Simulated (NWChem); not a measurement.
# One shape, several levels: CH4GeN (SMILES [N]=[CH][GeH3])

We compute a comparison of 4 runs (UHF/STO-3G, UHF/3-21G, UB3LYP/6-31G*) of CH4GeN. 

Program for the calculation: NWChem 7.3.0.

**1. The molecule**

CH4GeN has 7 atoms, charge 0, and is taken as a doublet. SMILES: `[N]=[CH][GeH3]`. Geometry: a GFN2-xTB relaxation, a rough one for these elements and not checked as a minimum.

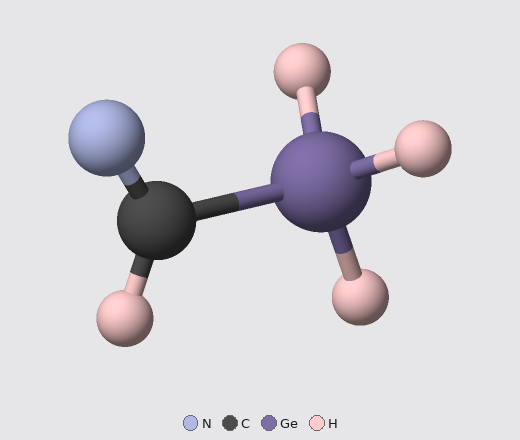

The structure, seen from a chosen angle (nitrogen light blue, carbon dark grey, germanium purple, hydrogen pink).

**2. Energy and gradient at UHF/STO-3G (run 1)**

Contents of run.py:

```python
from ase import Atoms
from ase.calculators.nwchem import NWChem

molecule = Atoms(['N', 'C', 'Ge', 'H', 'H', 'H', 'H'], positions=[
    [-0.102080, -1.834270, 1.020840],
    [-0.461920, -1.140080, 0.104540],
    [0.293060, 0.740710, -0.073350],
    [-1.172180, -1.385110, -0.688150],
    [-0.360970, 1.425040, -1.245130],
    [0.033550, 1.518090, 1.176700],
    [1.770550, 0.675630, -0.295460],
])

calc = NWChem(
    label='ch4gen',
    theory='scf',
    memory='2200 mb',
    basis='STO-3G',
    basispar='spherical bse',
    scf={'nopen': '1', 'uhf': None, 'thresh': '1e-08', 'maxiter': '80', 'print': 'low'},
)
molecule.calc = calc

forces = molecule.get_forces()
e = molecule.get_potential_energy()
print(f"E = {e:.6f} eV")
print("forces (eV/A):")
for s, f in zip(molecule.symbols, forces):
    print(f"{s:2s} {f[0]:10.5f} {f[1]:10.5f} {f[2]:10.5f}")
```

Command:

```
$ export ASE_NWCHEM_COMMAND="nwchem PREFIX.nwi > PREFIX.nwo"
$ python run.py
```

The log of the run:

```text
E = -58373.504857 eV
forces (eV/A):
N     2.23125   -5.51131    6.44020
C    -1.57485    7.49389   -6.79753
Ge    0.01383    0.18949   -0.15447
H    -0.08881   -0.59264    0.24955
H     0.59984   -0.76619    1.17330
H     0.13143   -0.75724   -1.07117
H    -1.31270   -0.05600    0.16013
```

The calculator wrote ch4gen.nwi:

```
title "ch4gen"

permanent_dir ch4gen

scratch_dir ch4gen

start ch4gen

geometry units angstrom nocenter noautosym noautoz
  N  -1.0208000000000000e-01 -1.8342700000000001e+00 1.0208400000000000e+00
  C  -4.6192000000000000e-01 -1.1400800000000000e+00 1.0453999999999999e-01
  Ge 2.9305999999999999e-01 7.4070999999999998e-01 -7.3349999999999999e-02
  H  -1.1721800000000000e+00 -1.3851100000000001e+00 -6.8815000000000004e-01
  H  -3.6097000000000001e-01 1.4250400000000001e+00 -1.2451300000000001e+00
  H  3.3550000000000003e-02 1.5180899999999999e+00 1.1767000000000001e+00
  H  1.7705500000000001e+00 6.7562999999999995e-01 -2.9546000000000000e-01
end

memory 2200 mb

basis spherical bse noprint
   * library STO-3G
end

scf
  nopen 1
  uhf
  thresh 1e-08
  maxiter 80
  print low
end

task scf gradient
```

ch4gen.nwo:

```text
Northwest Computational Chemistry Package (NWChem) 7.3.0
             --------------------------------------------------------

           Job information
           ---------------

    nwchem branch   = 7.3.0
    use scalapack   = T
    input           = ch4gen.nwi
    prefix          = ch4gen.
    data base       = ch4gen/ch4gen.db
    status          = startup
    nproc           =        1

           Memory information
           ------------------

[... 5 lines left out ...]
    hardfail = no
[... 41 lines left out ...]
            Nuclear Dipole moment (a.u.)
[... 73 lines left out ...]
       Final UHF  results
[... 3 lines left out ...]
      One electron energy =  -3331.433853935273
[... 1 line left out ...]
 Nuclear repulsion energy =    162.838150259729
[... 22 lines left out ...]
 Task  times  cpu:        5.9s     wall:        5.9s
 Total times  cpu:        5.9s     wall:        5.9s
```

Wall time 7.2 s (1 thread of Intel Xeon 6975P-C (Granite Rapids), shared host); peak memory 0.099 GiB.

**3. Energy and forces at UHF/3-21G (run 2)**

Contents of run.py:

```python
from ase import Atoms
from ase.calculators.nwchem import NWChem

mol = Atoms(['N', 'C', 'Ge', 'H', 'H', 'H', 'H'], positions=[
    [-0.102080, -1.834270, 1.020840],
    [-0.461920, -1.140080, 0.104540],
    [0.293060, 0.740710, -0.073350],
    [-1.172180, -1.385110, -0.688150],
    [-0.360970, 1.425040, -1.245130],
    [0.033550, 1.518090, 1.176700],
    [1.770550, 0.675630, -0.295460],
])

calc = NWChem(
    label='geom',
    theory='scf',
    memory='2200 mb',
    basis='3-21G',
    basispar='spherical bse',
    scf={'nopen': '1', 'uhf': None, 'thresh': '1e-08', 'maxiter': '80'},
)
mol.calc = calc

forces = mol.get_forces()
print("Total energy (eV):", round(mol.get_potential_energy(), 6))
print("forces (eV/A):")
for s, f in zip(mol.symbols, forces):
    print(f"{s:2s} {f[0]:10.5f} {f[1]:10.5f} {f[2]:10.5f}")
```

Command:

```
$ export ASE_NWCHEM_COMMAND="nwchem PREFIX.nwi > PREFIX.nwo"
$ python run.py
```

The log of the run:

```text
Total energy (eV): -58760.039679
forces (eV/A):
N     0.96005   -2.47659    2.83269
C    -0.86836    3.60788   -3.39735
Ge   -0.32776   -0.99193    0.14979
H     0.09359   -0.43087    0.38885
H    -0.33594    0.13010   -0.45961
H    -0.23202    0.30730    0.63882
H     0.71045   -0.14588   -0.15324
```

The calculator wrote geom.nwi:

```
title "geom"

permanent_dir geom

scratch_dir geom

start geom

geometry units angstrom nocenter noautosym noautoz
  N  -1.0208000000000000e-01 -1.8342700000000001e+00 1.0208400000000000e+00
  C  -4.6192000000000000e-01 -1.1400800000000000e+00 1.0453999999999999e-01
  Ge 2.9305999999999999e-01 7.4070999999999998e-01 -7.3349999999999999e-02
  H  -1.1721800000000000e+00 -1.3851100000000001e+00 -6.8815000000000004e-01
  H  -3.6097000000000001e-01 1.4250400000000001e+00 -1.2451300000000001e+00
  H  3.3550000000000003e-02 1.5180899999999999e+00 1.1767000000000001e+00
  H  1.7705500000000001e+00 6.7562999999999995e-01 -2.9546000000000000e-01
end

memory 2200 mb

basis spherical bse noprint
   * library 3-21G
end

scf
  nopen 1
  uhf
  thresh 1e-08
  maxiter 80
end

task scf gradient
```

geom.nwo:

```text
Northwest Computational Chemistry Package (NWChem) 7.3.0
             --------------------------------------------------------

           Job information
           ---------------

    nwchem branch   = 7.3.0
    use scalapack   = T
    input           = geom.nwi
    prefix          = geom.
    data base       = geom/geom.db
    status          = startup
    nproc           =        1

           Memory information
           ------------------

[... 5 lines left out ...]
    hardfail = no
[... 129 lines left out ...]
 1-e energy   =   -3334.642983
[... 9 lines left out ...]
 Convergence threshold     :          1.000E-08
[... 16 lines left out ...]
      One electron energy =  -3334.408801886447
[... 9 lines left out ...]
          Final alpha eigenvalues
[... 245 lines left out ...]
                     UHF Final Beta Molecular Orbital Analysis
[... 260 lines left out ...]
                 ----------------------------------------
                 |  Time  |  1-e(secs)   |  2-e(secs)   |
                 ----------------------------------------
                 |  CPU   |       0.00   |       0.81   |
                 ----------------------------------------
                 |  WALL  |       0.00   |       0.81   |
                 ----------------------------------------

 Task  times  cpu:        5.5s     wall:        5.5s
 Total times  cpu:        5.5s     wall:        5.5s
```

It took 6.6 s on 1 thread of Intel Xeon 6975P-C (Granite Rapids), shared host; peak memory 0.098 GiB.

Run 3 isn't shown in full; the table further down has it.

**4. Energy and gradient at UB3LYP/6-31G(d) (Cartesian functions) (run 4)**

Contents of m1.xyz:

```xyz
7

N     -0.102080    -1.834270     1.020840
C     -0.461920    -1.140080     0.104540
Ge     0.293060     0.740710    -0.073350
H     -1.172180    -1.385110    -0.688150
H     -0.360970     1.425040    -1.245130
H      0.033550     1.518090     1.176700
H      1.770550     0.675630    -0.295460
```

Contents of run.py:

```python
from ase.io import read
from ase.calculators.nwchem import NWChem

system = read('m1.xyz')

calc = NWChem(
    label='m1',
    theory='dft',
    memory='2200 mb',
    basis='6-31G*',
    dft={'xc': 'b3lyp', 'mult': '2', 'grid': 'xfine', 'convergence': 'energy 1e-08', 'iterations': '100', 'mulliken': None},
)
system.calc = calc

forces = system.get_forces()
print("Total energy (eV):", round(system.get_potential_energy(), 6))
print("forces (eV/A):")
for s, f in zip(system.symbols, forces):
    print(f"{s:2s} {f[0]:10.5f} {f[1]:10.5f} {f[2]:10.5f}")
```

Command:

```
$ export ASE_NWCHEM_COMMAND="nwchem PREFIX.nwi > PREFIX.nwo"
$ python run.py
```

The log of the run:

```text
Total energy (eV): -59101.676868
forces (eV/A):
N     0.65990   -1.59923    1.88637
C    -0.38597    1.97985   -1.74856
Ge   -0.20368   -0.49514    0.02941
H    -0.30442   -0.35373   -0.18908
H    -0.36602    0.24030   -0.56281
H    -0.22950    0.37080    0.74012
H     0.82975   -0.14290   -0.15540
```

The calculator wrote m1.nwi:

```
title "m1"

permanent_dir m1

scratch_dir m1

start m1

geometry units angstrom nocenter noautosym noautoz
  N  -1.0208000000000000e-01 -1.8342700000000001e+00 1.0208400000000000e+00
  C  -4.6192000000000000e-01 -1.1400800000000000e+00 1.0453999999999999e-01
  Ge 2.9305999999999999e-01 7.4070999999999998e-01 -7.3349999999999999e-02
  H  -1.1721800000000000e+00 -1.3851100000000001e+00 -6.8815000000000004e-01
  H  -3.6097000000000001e-01 1.4250400000000001e+00 -1.2451300000000001e+00
  H  3.3550000000000003e-02 1.5180899999999999e+00 1.1767000000000001e+00
  H  1.7705500000000001e+00 6.7562999999999995e-01 -2.9546000000000000e-01
end

memory 2200 mb

basis noprint
   * library 6-31G*
end

dft
  xc b3lyp
  mult 2
  grid xfine
  convergence energy 1e-08
  iterations 100
  mulliken
end

task dft gradient
```

m1.nwo:

```text
Northwest Computational Chemistry Package (NWChem) 7.3.0
             --------------------------------------------------------

           Job information
           ---------------

    nwchem branch   = 7.3.0
    use scalapack   = T
    input           = m1.nwi
    prefix          = m1.
    data base       = m1/m1.db
    status          = startup
    nproc           =        1

           Memory information
           ------------------

[... 5 lines left out ...]
    hardfail = no
[... 126 lines left out ...]
          Convergence on energy requested:  1.00D-08
[... 30 lines left out ...]
          total energy or number of iterations.
[... 102 lines left out ...]
      One electron energy =    -3345.151497592898
[... 1170 lines left out ...]
          Convergence on energy requested:  1.00D-08
[... 30 lines left out ...]
          total energy or number of iterations.
[... 38 lines left out ...]
                 ----------------------------------------
                 |  Time  |  1-e(secs)   |  2-e(secs)   |
                 ----------------------------------------
                 |  CPU   |       0.00   |       4.93   |
                 ----------------------------------------
                 |  WALL  |       0.00   |       4.93   |
                 ----------------------------------------

 Task  times  cpu:       53.7s     wall:       53.7s
 Total times  cpu:       53.8s     wall:       53.8s
```

Run time: 55 s. Hardware: 1 thread of Intel Xeon 6975P-C (Granite Rapids), shared host; peak memory 0.13 GiB.

**5. Overview of the runs**

```
run                                level  iteration cap  module   energy (Eh)   ⟨S²⟩  largest force (eV/Å)  wall time
  1                           UHF/STO-3G             80     scf  -2145.186754  0.986                10.239      7.2 s
  2                            UHF/3-21G             80     scf  -2159.391647  0.921                 5.031      6.6 s
  3  UB3LYP/6-31G* (spherical functions)            100     dft  -2171.938638  0.759                 2.694       48 s
  4  UB3LYP/6-31G* (Cartesian functions)            100     dft  -2171.946582  0.759                 2.670       55 s
```

**6. Summary of results**

| quantity | value |
| --- | --- |
| run 4: total energy | -2171.94658 Eh |
| run 4: dipole moment | 2.48 D |
| run 4: HOMO energy (highest over α and β) | -6.17 eV |
| run 4: LUMO energy (lowest over α and β) | -2.51 eV |
| run 4: ⟨S²⟩ | 0.759 |
| run 4: largest force on an atom | 2.670 eV/Å |

What this shows: In run 1 the basis is minimal, so the values are rough. Spin contamination of the reference: run 1 ⟨S²⟩ = 0.99, run 2 ⟨S²⟩ = 0.92. All runs together took 1.9 min, the longest 55 s.
